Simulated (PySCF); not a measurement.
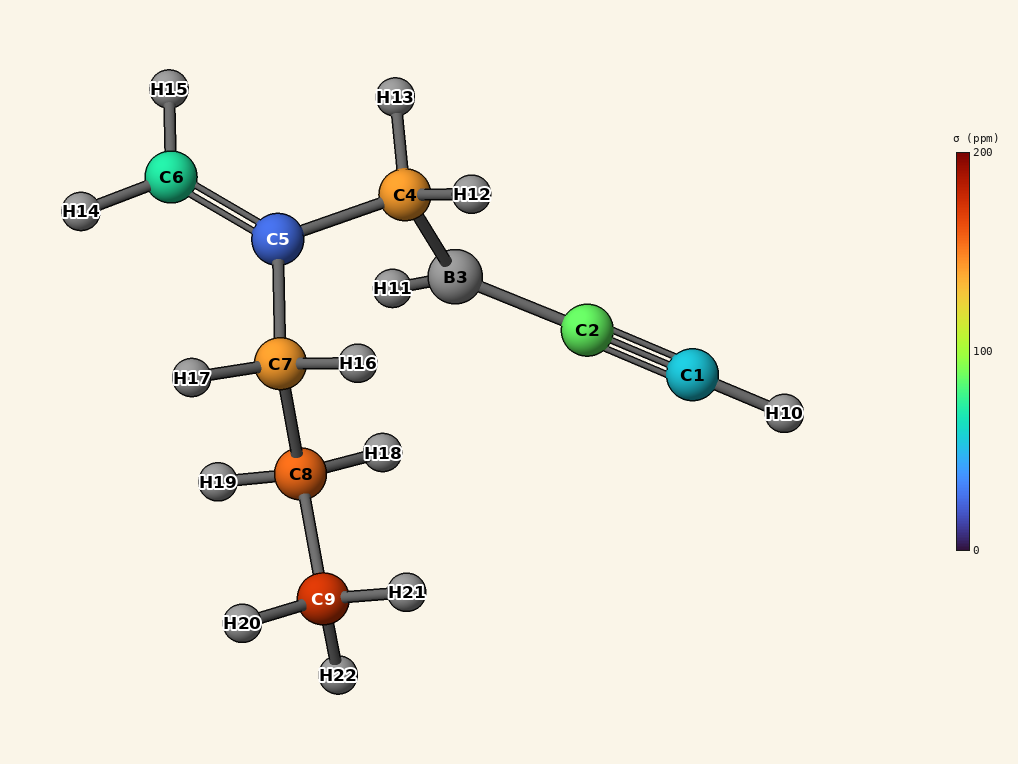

Atoms are coloured by their isotropic NMR shieldings (C only, the others grey). The geometry was computed by an optimisation with GFN2-xTB. No frequency run is at hand to confirm it as a minimum. Level of theory: GIAO PBE0/pcSseg-1 NMR shielding, non-relativistic, gas phase (PySCF 2.14.0).

Which C atom is the most shielded (lowest chemical shift)?

C9 (170.3 ppm).

Which C atom is the least shielded (highest chemical shift)?

C5 (26.9 ppm).

How wide is the range of C shifts?

143.4 ppm.

Give the isotropic NMR shieldings of the C atoms atom by atom.

```csv
atom,σ (ppm)
C1,55.2
C2,87.5
C4,141.4
C5,26.9
C6,71.7
C7,141.2
C8,154.4
C9,170.3
```

The geometry is semi-empirical. Around B such bond lengths and angles can be off by a tenth of an ångström or more and by several degrees, and values that hang on the shape move with them.
